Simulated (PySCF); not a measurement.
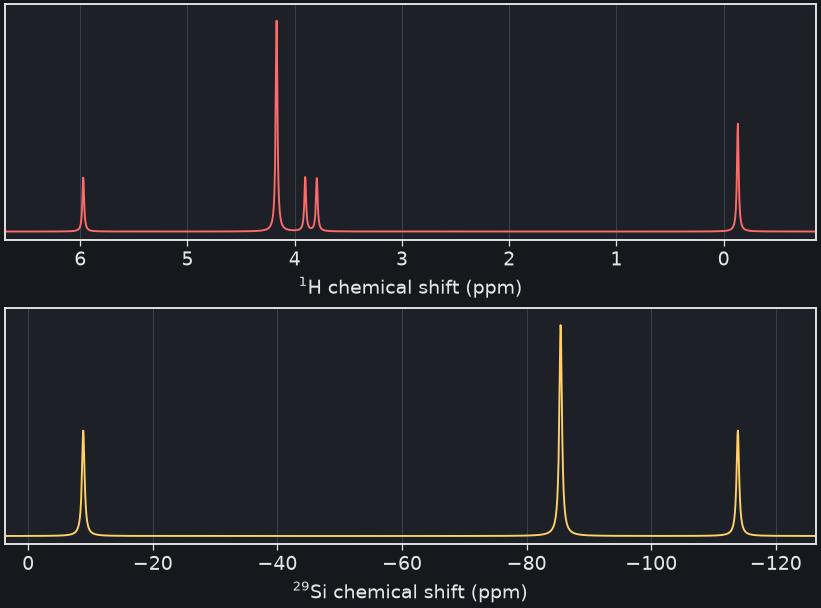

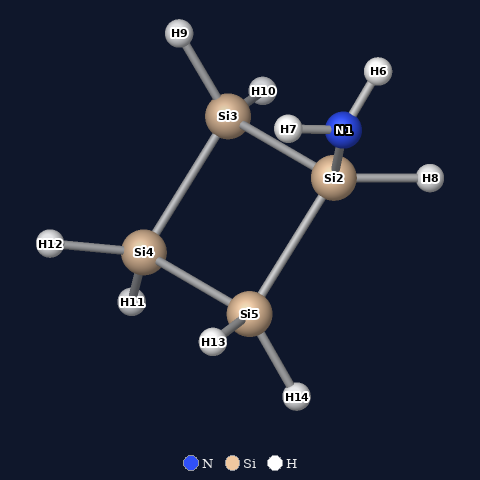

Spectrum and numbered structure of Si₄NH₉, SMILES N[SiH]1[SiH2][SiH2][SiH2]1. GIAO shifts, PBE0/pcSseg-1, PySCF, at a GFN2-xTB geometry (no frequency check), against TMS for ¹H and TMS for ²⁹Si computed at the same level. Gas phase, fully decoupled, line heights follow the number of nuclei, widths are arbitrary (no quadrupolar broadening); values of one conformer, averaged over nuclei that symmetry, rotation about single bonds, ring flips or inversion at nitrogen exchange, these motions taken as fast; other conformers aren't averaged in. Protons on N, O or S are those of the isolated molecule, without hydrogen bonds to neighbours or exchange.

Which ¹H nuclei are the least shielded, and which the most?

Answer. Least shielded: H8 at 5.97 ppm. Most shielded: H6 and H7 at −0.13 ppm.

Which ²⁹Si nuclei are the least shielded, and which the most?

Answer. Least shielded: Si2 at −8.8 ppm. Most shielded: Si4 at −113.9 ppm.

Known limits of this run: the tight-binding geometry is rougher than a DFT one and adds to the error.
